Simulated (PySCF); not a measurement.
**Geometry relaxation of H2O2**

The run: geometry relaxation of H2O2. Method and program: RKS PBE0-D4/def2-TZVP, density fitting (PySCF 2.14.0).

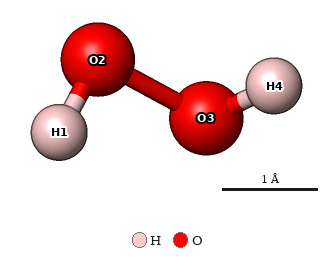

*The starting structure (ball-and-stick view, seen at a tilt; atoms are numbered from 1 in the order of the input).*

Bond lengths as drawn: H–O 0.96 to 0.97 Å and O–O 1.43 Å.

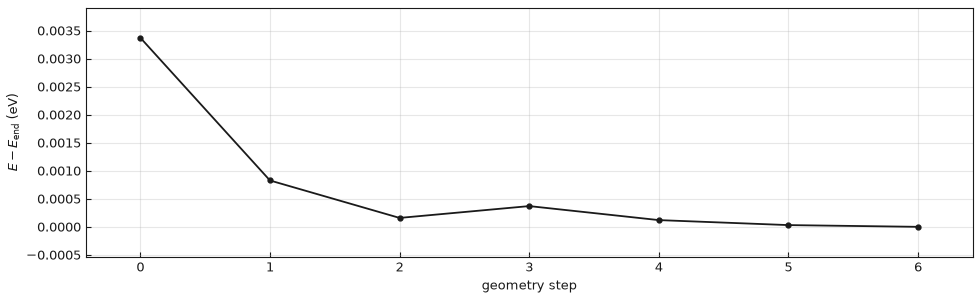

*Progress of the relaxation, step by step (the first geometry is step 0 here and step 1 in the log).*

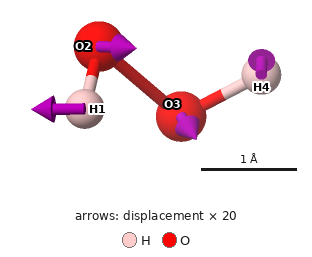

*The starting structure with the displacements as pink arrows, magnified 20 times (ball-and-stick view, seen at a tilt). The two geometries are laid on each other by the best rigid fit.*

The atom that moves furthest after the best rigid fit is H1 (0.029 Å). By element the largest moves are H 0.029 Å, O 0.025 Å. Distances before and after: H1–O2 0.972 → 0.965 Å. Over 6 geometry steps the energy falls by 0.003 eV. The largest force component goes from 0.41 to 0.0069 eV/Å. (Atoms are counted from 1 in the order of the input.)

The input and output of the run follow.

**Input file**
```python
import json, numpy as np
from pyscf import gto, scf, dft, mp, cc
EV, BOHR = 27.211386245988, 0.529177210903
mol = gto.M(atom="""
H 0.922135 1.034683 0.926217
O 0.697187 1.947707 0.680860
O 0.024061 1.721680 -0.555091
H 0.672600 2.049088 -1.189729
""", basis="def2-tzvp", charge=0, spin=0, max_memory=8670, verbose=0)
def mean_field(mol, dm=None):
    mf = dft.RKS(mol, xc="pbe0").density_fit()
    mf.conv_tol = 1e-9; mf.grids.level = 4
    mf.kernel(dm0=dm)
    if not mf.converged: mf = mf.newton().run(mf.mo_coeff, mf.mo_occ)
    assert mf.converged
    return mf
def d4(mol):
    from pyscf.dispersion.dftd4 import DFTD4Dispersion
    real = gto.M(atom=[(mol.atom_pure_symbol(i), mol.atom_coord(i)) for i in range(4)], unit='B', charge=mol.charge, spin=None, basis='def2-svp', verbose=0)
    r = DFTD4Dispersion(real, xc="pbe0", atm=True).get_dispersion(grad=True); return r["energy"], r["gradient"]
def energy_and_gradient(mol, dm=None):
    mf = mean_field(mol, dm); e, g = d4(mol)
    return mf, (mf.e_tot + e) * EV, (mf.nuc_grad_method().kernel()[:4] + g) * EV / BOHR
out = {}
# rational-function steps on a BFGS-updated Hessian; the first Hessian (eV/A^2) comes from GFN2-xTB
H = np.load("h0.npy"); x = mol.atom_coords(unit="A").ravel(); dm = old = None; trust = 0.2; steps = []
for it in range(90):
    mol.set_geom_(x.reshape(-1, 3), unit="A"); mf, e, g = energy_and_gradient(mol, dm); g = g.ravel(); dm = mf.make_rdm1()
    print(f"relax step {it + 1}: E = {e:.6f} eV, largest force component {abs(g).max():.4f} eV/A", flush=True); steps.append([e, x.reshape(-1, 3).tolist(), (-g).reshape(-1, 3).tolist()])
    if abs(g).max() < 0.008: out['converged'] = True; break
    if old is not None:
        s, z = x - old[0], g - old[1]
        if s @ z > 1e-8: H = H + np.outer(z, z) / (s @ z) - np.outer(H @ s, H @ s) / (s @ H @ s)
        trust = max(0.03, trust / 2) if e > old[2] + 1e-4 else min(0.35, trust * 1.3)
    w, V = np.linalg.eigh(H); w = np.maximum(abs(w), 0.08); f = V.T @ g; M = np.diag(np.append(w, 0.0)); M[-1, :-1] = M[:-1, -1] = f
    dx = V @ (-f / (w - np.linalg.eigvalsh(M)[0])); big = np.linalg.norm(dx.reshape(-1, 3), axis=1).max(); dx *= min(1, trust / big)
    old = (x, g, e); x = x + dx
out.update(energy=e, forces=steps[-1][2], positions=steps[-1][1], steps=steps)
out['s2'] = mf.spin_square()[0]; out['nelec'] = mol.nelec
print(f"Total energy {out['energy']:.6f} eV, <S^2> {out['s2']:.4f}")
json.dump(out, open("out.json", "w"), default=float)
```

Command:
```bash
OMP_NUM_THREADS=4 python run.py
```

**What the program printed**
```
relax step 1: E = -4121.308010 eV, largest force component 0.4077 eV/A
relax step 2: E = -4121.310556 eV, largest force component 0.1045 eV/A
relax step 3: E = -4121.311224 eV, largest force component 0.0952 eV/A
relax step 4: E = -4121.311013 eV, largest force component 0.1924 eV/A
relax step 5: E = -4121.311263 eV, largest force component 0.0813 eV/A
relax step 6: E = -4121.311352 eV, largest force component 0.0347 eV/A
relax step 7: E = -4121.311383 eV, largest force component 0.0069 eV/A
Total energy -4121.311383 eV, <S^2> 0.0000
```

**Trajectory as extended XYZ (Å, eV, eV/Å), 7 frames, from step=1 to step=7**
```
4
Properties=species:S:1:pos:R:3:forces:R:3 step=1 energy=-4121.30801
H     0.9221    1.0347    0.9262   -0.0573   0.3472   0.0208
O     0.6972    1.9477    0.6809    0.0889  -0.4077   0.0013
O     0.0241    1.7217   -0.5551   -0.0434   0.0205  -0.0189
H     0.6726    2.0491   -1.1897    0.0118   0.0400  -0.0032
4
Properties=species:S:1:pos:R:3:forces:R:3 step=2 energy=-4121.31056
H     0.8952    1.0354    0.9652   -0.0082   0.0643  -0.0518
O     0.7296    1.9377    0.6619    0.0006  -0.0501   0.0134
O     0.0402    1.6930   -0.5631    0.0709   0.0511  -0.0661
H     0.6507    2.0870   -1.2017   -0.0633  -0.0653   0.1045
4
Properties=species:S:1:pos:R:3:forces:R:3 step=3 energy=-4121.31122
H     0.8881    1.0355    0.9542   -0.0004  -0.0437   0.0042
O     0.7314    1.9414    0.6640   -0.0129   0.0474  -0.0234
O     0.0293    1.7225   -0.5579   -0.0568  -0.0427   0.0952
H     0.6670    2.0540   -1.1984    0.0701   0.0391  -0.0761
4
Properties=species:S:1:pos:R:3:forces:R:3 step=4 energy=-4121.31101
H     0.8723    1.0338    0.9582   -0.0110   0.1717  -0.0301
O     0.7496    1.9467    0.6597    0.0042  -0.1924   0.0310
O     0.0250    1.7374   -0.5511    0.0188   0.0224   0.0002
H     0.6691    2.0356   -1.2048   -0.0120  -0.0017  -0.0010
4
Properties=species:S:1:pos:R:3:forces:R:3 step=5 energy=-4121.31126
H     0.8978    1.0400    0.9528    0.0106  -0.0427   0.0224
O     0.7275    1.9440    0.6649    0.0041   0.0422   0.0010
O     0.0285    1.7145   -0.5552    0.0409   0.0281  -0.0813
H     0.6624    2.0550   -1.2004   -0.0556  -0.0276   0.0579
4
Properties=species:S:1:pos:R:3:forces:R:3 step=6 energy=-4121.31135
H     0.8909    1.0407    0.9587   -0.0027  -0.0153  -0.0066
O     0.7260    1.9442    0.6636    0.0000   0.0228  -0.0009
O     0.0326    1.7127   -0.5602   -0.0277  -0.0226   0.0347
H     0.6668    2.0558   -1.2000    0.0304   0.0151  -0.0271
4
Properties=species:S:1:pos:R:3:forces:R:3 step=7 energy=-4121.31138
H     0.8935    1.0413    0.9572    0.0011  -0.0065   0.0018
O     0.7273    1.9451    0.6636   -0.0003   0.0069  -0.0005
O     0.0311    1.7123   -0.5584   -0.0020  -0.0010  -0.0002
H     0.6645    2.0549   -1.2005    0.0012   0.0006  -0.0011
```

**Key numbers**

- outcome: converged
- total energy: −4121.3114 eV
- largest force (length of the vector) at the end: 0.007 eV/Å
- hardware: 4 threads of Arm Neoverse V1, 23 GiB of memory available, shared host
- wall time: 9.8 s (CPU time 31 s)
- peak memory: 0.73 GiB
